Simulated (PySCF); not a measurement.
# Pb(CH3)H: forces at shaken geometries

How stiff is Pb(CH3)H? Its atoms are displaced at random by several amounts. The species was built from a template and needn't be a known compound.

Computed with PySCF 2.14.0. Level: BP86, Pb def2-SVP with ECP60, C def2-SVP, H def2-SVP; scalar-relativistic core potentials, no spin–orbit coupling.

2 further runs of the same task are left out: 2 for a known fault of the program.

## 1. The starting structure

6 atoms, charge 0, spin multiplicity 1.

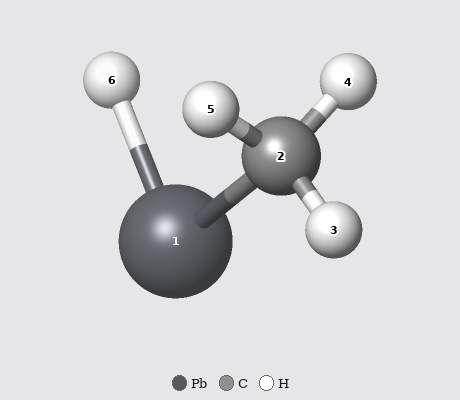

The geometry (lead dark grey, carbon grey, hydrogen white); atoms are numbered from 1 in the order of the file.

Geometry (Å):

```xyz
6

Pb   -0.11113    0.00000   -0.41301
C     1.84236    0.00000    0.86252
H     2.74768    0.00000    0.22409
H     1.84537    0.89595    1.51913
H     1.84537   -0.89595    1.51913
H    -1.17392    0.00000    1.14389
```

Formal oxidation states: Pb +2. An earlier session relaxed this geometry at BP86, Pb def2-SVP with ECP60, C def2-SVP, H def2-SVP (singlet, point group Cs).

Its energy there is -233.463393 Eh.

## 2. Atoms moved at random, σ = 0.15 Å

Contents of run.py (the lines that set the calculation):

```python
mol = gto.M(atom='''
Pb    -0.05891    -0.12640    -0.37773
C      1.59357     0.04827     0.74821
H      2.78628    -0.13457     0.26047
H      1.83847     1.09409     1.54595
H      2.06116    -0.87095     1.43850
H     -1.22485    -0.01044     1.24034''',
    basis={'Pb': 'def2-SVP', 'C': 'def2-SVP', 'H': 'def2-SVP'},
    ecp={'Pb': 'def2-SVP'},
    charge=0, spin=0)
mf = dft.RKS(mol, xc='B88,P86')
mf.grids.atom_grid = (50, 194)
mf = mf.density_fit()  # fitting sets: Pb def2-universal-JKFIT, C def2-universal-JKFIT, H def2-universal-JKFIT
mf.conv_tol = 1e-08; mf.max_cycle = 55
mf.kernel(dm0)  # dm0: the density of the relaxed state
```

The run is started by

```
> OMP_NUM_THREADS=2 python run.py
```

The program printed:

```text
init E= -233.292592871486
  HOMO = -0.270437526905283  LUMO = -0.190187239559048  gap/eV = 2.18372
cycle= 1 E= -233.349397010669  delta_E= -0.0568  |g|= 0.295  |ddm|= 0.817
  HOMO = -0.180558204707632  LUMO = -0.116743675730458  gap/eV = 1.73648
cycle= 2 E= -233.252589580452  delta_E= 0.0968  |g|= 0.624  |ddm|= 1.08
  HOMO = -0.197974007626453  LUMO = -0.12297117508195  gap/eV = 2.04093
cycle= 3 E= -233.377945871845  delta_E= -0.125  |g|= 0.0378  |ddm|= 0.708
  HOMO = -0.197187399613387  LUMO = -0.120924528289299  gap/eV = 2.07522
cycle= 4 E= -233.378410502083  delta_E= -0.000465  |g|= 0.0133  |ddm|= 0.0793
  HOMO = -0.198143256661098  LUMO = -0.122700983624165  gap/eV = 2.05289
cycle= 5 E= -233.378479776214  delta_E= -6.93e-05  |g|= 0.00403  |ddm|= 0.0339
  HOMO = -0.198318062945512  LUMO = -0.122505728417524  gap/eV = 2.06296
cycle= 6 E= -233.378486467642  delta_E= -6.69e-06  |g|= 0.000966  |ddm|= 0.00881
  HOMO = -0.19820274513563  LUMO = -0.122490795269732  gap/eV = 2.06023
cycle= 7 E= -233.378486982004  delta_E= -5.14e-07  |g|= 0.000172  |ddm|= 0.00238
  HOMO = -0.19820705022229  LUMO = -0.122486757446465  gap/eV = 2.06045
cycle= 8 E= -233.378486997059  delta_E= -1.51e-08  |g|= 4.53e-05  |ddm|= 0.000383
  HOMO = -0.198211301647117  LUMO = -0.122489968129686  gap/eV = 2.06048
cycle= 9 E= -233.378486997972  delta_E= -9.13e-10  |g|= 7.62e-06  |ddm|= 9.96e-05
  HOMO = -0.19821109571142  LUMO = -0.122489830071375  gap/eV = 2.06048
Extra cycle  E= -233.378486997957  delta_E= 1.5e-11  |g|= 9.6e-06  |ddm|= 3.54e-05
converged SCF energy = -233.378486997957
```

Run time: 1.4 s. Hardware: 2 threads of Arm Neoverse V1, shared host.

It gives: E = -233.378487 Eh (+2.310 eV from the relaxed state), HOMO -5.39 eV, LUMO -3.33 eV, Mulliken charge on Pb1 +0.35 e, largest force component 10.159 eV/Å. 

```
atom      Fx      Fy  Fz (eV/Å)
 Pb1  -4.556  -0.481     -2.092
  C2  10.159   0.447      5.437
  H3  -2.926   1.305      0.044
  H4  -0.925  -2.893     -2.148
  H5  -2.136   1.597     -0.596
  H6   0.383   0.025     -0.646
```

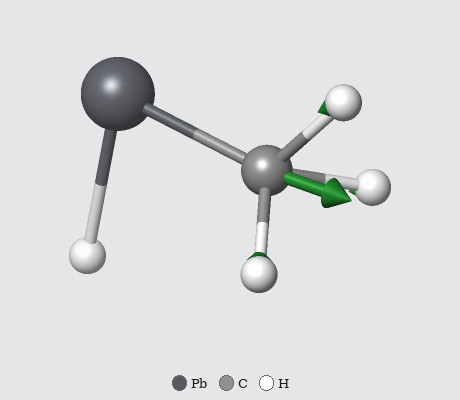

Forces as arrows, the longest for the largest force.

## 3. Atoms moved at random, σ = 0.1 Å

Contents of run.py (the lines that set the calculation):

```python
mol = gto.M(atom='''
Pb    -0.31391     0.06780    -0.34990
C      1.89048     0.01254     0.78578
H      2.74648     0.02631     0.23211
H      1.86163     0.93399     1.57936
H      1.87355    -0.94838     1.53525
H     -1.06249    -0.09225     1.07315''',
    basis={'Pb': 'def2-SVP', 'C': 'def2-SVP', 'H': 'def2-SVP'},
    ecp={'Pb': 'def2-SVP'},
    charge=0, spin=0)
mf = dft.RKS(mol, xc='B88,P86')
mf.grids.atom_grid = (50, 194)
mf = mf.density_fit()  # fitting sets: Pb def2-universal-JKFIT, C def2-universal-JKFIT, H def2-universal-JKFIT
mf.conv_tol = 1e-08; mf.max_cycle = 55
mf.kernel(dm0)  # dm0: the density of the relaxed state
```

The run is started by

```
> OMP_NUM_THREADS=2 python run.py
```

The program printed:

```text
init E= -233.42096028448
  HOMO = -0.213480309164172  LUMO = -0.136403084859213  gap/eV = 2.09738
cycle= 1 E= -233.418787673666  delta_E= 0.00217  |g|= 0.14  |ddm|= 0.428
  HOMO = -0.176310793671094  LUMO = -0.130090959394082  gap/eV = 1.25771
cycle= 2 E= -233.383831359336  delta_E= 0.035  |g|= 0.34  |ddm|= 0.655
  HOMO = -0.194751455662121  LUMO = -0.125679554985288  gap/eV = 1.87954
cycle= 3 E= -233.426652197609  delta_E= -0.0428  |g|= 0.0366  |ddm|= 0.43
  HOMO = -0.194259765518829  LUMO = -0.126140279846846  gap/eV = 1.85363
cycle= 4 E= -233.427141554134  delta_E= -0.000489  |g|= 0.00538  |ddm|= 0.0687
  HOMO = -0.194515811748357  LUMO = -0.126286292979794  gap/eV = 1.85662
cycle= 5 E= -233.42715271884  delta_E= -1.12e-05  |g|= 0.00197  |ddm|= 0.0148
  HOMO = -0.194593406015079  LUMO = -0.126382872119299  gap/eV = 1.85610
cycle= 6 E= -233.427154381104  delta_E= -1.66e-06  |g|= 0.000407  |ddm|= 0.0045
  HOMO = -0.19458581860683  LUMO = -0.126357887906959  gap/eV = 1.85658
cycle= 7 E= -233.427154466519  delta_E= -8.54e-08  |g|= 7.23e-05  |ddm|= 0.00089
  HOMO = -0.194588182622953  LUMO = -0.126356624216259  gap/eV = 1.85668
cycle= 8 E= -233.427154468556  delta_E= -2.04e-09  |g|= 1.82e-05  |ddm|= 0.000163
  HOMO = -0.194590805033435  LUMO = -0.126359443554909  gap/eV = 1.85667
Extra cycle  E= -233.427154468511  delta_E= 4.48e-11  |g|= 2.06e-05  |ddm|= 8.55e-05
converged SCF energy = -233.427154468511
```

Wall time 1.3 s (2 threads of Arm Neoverse V1, shared host).

Result: E = -233.427154 Eh (+0.986 eV from the relaxed state), HOMO -5.30 eV, LUMO -3.44 eV, Mulliken charge on Pb1 +0.36 e, largest force component 5.108 eV/Å. 

| atom | Fx | Fy | Fz (eV/Å) |
| --- | --- | --- | --- |
| Pb1 | 2.764 | 0.364 | -3.123 |
| C2 | -4.196 | -0.207 | 5.108 |
| H3 | 2.948 | 0.092 | -2.120 |
| H4 | 0.140 | -1.673 | -1.691 |
| H5 | 0.085 | 1.808 | -1.642 |
| H6 | -1.740 | -0.384 | 3.469 |

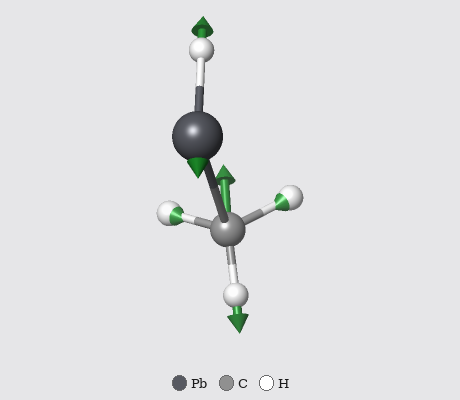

Forces as arrows, the longest for the largest force.

## 4. Atoms moved at random, σ = 0.1 Å

Contents of run.py (the lines that set the calculation):

```python
mol = gto.M(atom='''
Pb    -0.00921    -0.10395    -0.42572
C      1.69394    -0.11934     0.74060
H      2.77127     0.12447     0.16212
H      1.99635     0.95938     1.62648
H      1.73787    -0.94390     1.60389
H     -1.19448     0.08335     1.14838''',
    basis={'Pb': 'def2-SVP', 'C': 'def2-SVP', 'H': 'def2-SVP'},
    ecp={'Pb': 'def2-SVP'},
    charge=0, spin=0)
mf = dft.RKS(mol, xc='B88,P86')
mf.grids.atom_grid = (50, 194)
mf = mf.density_fit()  # fitting sets: Pb def2-universal-JKFIT, C def2-universal-JKFIT, H def2-universal-JKFIT
mf.conv_tol = 1e-08; mf.max_cycle = 55
mf.kernel(dm0)  # dm0: the density of the relaxed state
```

The run is started by

```
> OMP_NUM_THREADS=2 python run.py
```

The program printed:

```text
init E= -233.305118981612
  HOMO = -0.262563056733956  LUMO = -0.181072035374834  gap/eV = 2.21748
cycle= 1 E= -233.37291691564  delta_E= -0.0678  |g|= 0.245  |ddm|= 0.691
  HOMO = -0.189265523502588  LUMO = -0.12060787508554  gap/eV = 1.86827
cycle= 2 E= -233.310359182082  delta_E= 0.0626  |g|= 0.502  |ddm|= 0.914
  HOMO = -0.199385920523241  LUMO = -0.121365631832447  gap/eV = 2.12304
cycle= 3 E= -233.393589322063  delta_E= -0.0832  |g|= 0.0525  |ddm|= 0.591
  HOMO = -0.199008753866963  LUMO = -0.120422155222334  gap/eV = 2.13845
cycle= 4 E= -233.394511903541  delta_E= -0.000923  |g|= 0.0149  |ddm|= 0.084
  HOMO = -0.20025908775734  LUMO = -0.122394433664216  gap/eV = 2.11881
cycle= 5 E= -233.394599395448  delta_E= -8.75e-05  |g|= 0.00511  |ddm|= 0.0351
  HOMO = -0.200303982122517  LUMO = -0.122048551855123  gap/eV = 2.12944
cycle= 6 E= -233.39461034525  delta_E= -1.09e-05  |g|= 0.00101  |ddm|= 0.0111
  HOMO = -0.200182146840694  LUMO = -0.122023840890346  gap/eV = 2.12680
cycle= 7 E= -233.394610919539  delta_E= -5.74e-07  |g|= 0.0002  |ddm|= 0.00255
  HOMO = -0.200198528028304  LUMO = -0.122026771975628  gap/eV = 2.12716
cycle= 8 E= -233.394610940863  delta_E= -2.13e-08  |g|= 3.89e-05  |ddm|= 0.00047
  HOMO = -0.200197309256277  LUMO = -0.122025300446593  gap/eV = 2.12717
cycle= 9 E= -233.394610941528  delta_E= -6.65e-10  |g|= 9.29e-06  |ddm|= 9.6e-05
  HOMO = -0.200197438354841  LUMO = -0.122025894499094  gap/eV = 2.12716
Extra cycle  E= -233.394610941489  delta_E= 3.85e-11  |g|= 1.38e-05  |ddm|= 4.88e-05
converged SCF energy = -233.394610941489
```

It took 1.4 s on 2 threads of Arm Neoverse V1, shared host.

Result: E = -233.394611 Eh (+1.872 eV from the relaxed state), HOMO -5.45 eV, LUMO -3.32 eV, Mulliken charge on Pb1 +0.34 e, largest force component 6.672 eV/Å. 

```csv
atom,Fx,Fy,Fz (eV/Å)
Pb1,-3.496,0.243,-1.447
C2,6.672,2.925,4.854
H3,-2.346,-1.510,1.157
H4,-1.491,-2.628,-2.264
H5,0.297,1.101,-1.757
H6,0.364,-0.132,-0.543
```

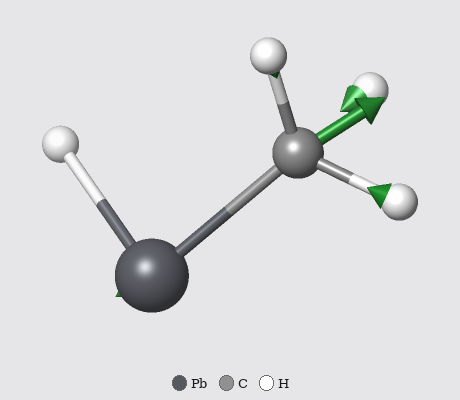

Forces as arrows, the longest for the largest force.

## 5. The displacements side by side

| σ (Å) | energy rise (eV) | harmonic estimate −½ F·u (eV) | largest force component (eV/Å) |
| --- | --- | --- | --- |
| 0.15 | 2.310 | 2.372 | 10.16 |
| 0.1 | 0.986 | 1.017 | 5.11 |
| 0.1 | 1.872 | 1.749 | 6.67 |

Every displacement raises the energy. For a harmonic well the rise equals −½ F·u; the two differ by at most 7 % here (a move with σ = 0.1 Å), from anharmonicity, the grid and the small forces left at the relaxed point. The bases are small and lack diffuse functions. Spin–orbit coupling is left out.
